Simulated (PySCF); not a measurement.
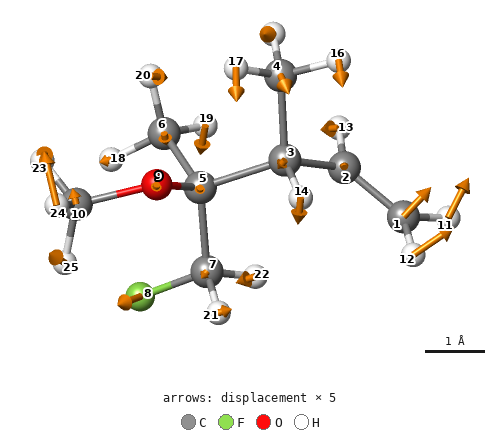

A relaxation of C8H15FO. The starting structure is drawn; orange arrows show the displacements, 5 times their true length. The two geometries are superimposed by the best rigid fit.

A ball-and-stick model, seen at a tilt.

The start comes from GFN2-xTB. Its atoms were then displaced at random by about 0.01 Å.

All numbers below come from PBE0-D3(BJ)/def2-SVP geometry optimisation, gas phase (PySCF). 

> What happened in the run?

The atom that moves furthest after the best rigid fit is an H atom (0.19 Å). Largest moves by element: H 0.19 Å, F 0.14 Å, C 0.14 Å, O 0.03 Å. Near-neighbour distances that change, for instance: C–H 1.070 → 1.105 Å, C–C 1.308 → 1.334 Å, C–C 1.574 → 1.553 Å, C–H 1.119 → 1.100 Å. Among the angles between lasting bonds that change: H–C–H 111.6° → 108.5°, C–C–C 109.3° → 111.6°, C–C–H 112.3° → 110.2°. After 7 geometry steps the energy has fallen by 3.86 kcal/mol.
